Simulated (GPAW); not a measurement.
# Polarising 1T-CrSSe monolayer with a field along the normal

The dipole of the cell at several fields, atoms fixed. What does the strongest field give, and what length does the slope stand for?

**Method.** GPAW 26.7.0, plane waves (400 eV), PAW setups, PBE, 12×12 mesh, a dipole layer in the vacuum; geometry relaxed without an applied field with GPAW. The cell's area is 9.89 Å², and e/ε0 = 180.95 V Å.

The runs, one held back:

```
field (V/Å)  dipole (e Å)
       −0.2       −0.0670
       −0.1       −0.0396
      −0.05       −0.0259
       0.05        0.0016
        0.1        0.0153
        0.2        0.0427
        0.3             ?
```

Q: What is the dipole at 0.3 V/Å?

**Working.** A line through the 6 points has the slope α = 0.274 e Å per V/Å and the intercept p₀ = −0.0122 e Å (r.m.s. residual 2.4e−05). At 0.3 V/Å it gives p = −0.0122 + 0.274 × 0.3 = 0.0701 e Å; the run gives 0.0702 e Å, so the response stays linear to 0.1 % of the induced part. Dividing by ε0 and the area: α/(ε0 A) = 0.274 × 180.95 / 9.89 = 5.02 Å, against 2.87 Å between the outer nuclei.

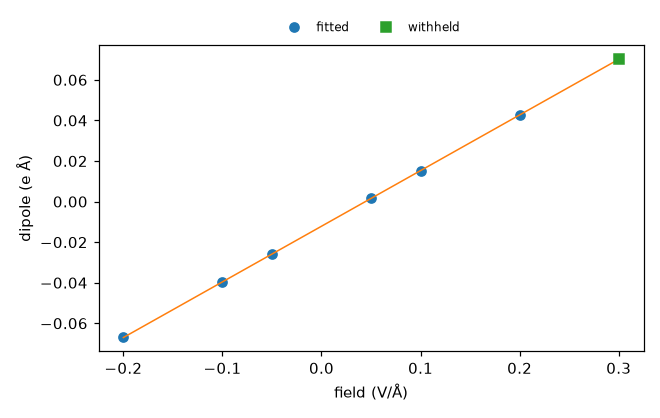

The line and the withheld run.

Caveats: This is the electronic response alone; ions that move would add to it in polar layers. Spin-polarised runs started from parallel moments; another order may lie lower. Layers with unlike faces were relaxed with their cell in a fully periodic cell without the dipole layer, so their atoms felt a small spurious field.

[Logs are printed without paths, hosts, clocks, repeated set-up lines and the standing remarks that a program may print on its own settings, such as how far it seeks lower states.]
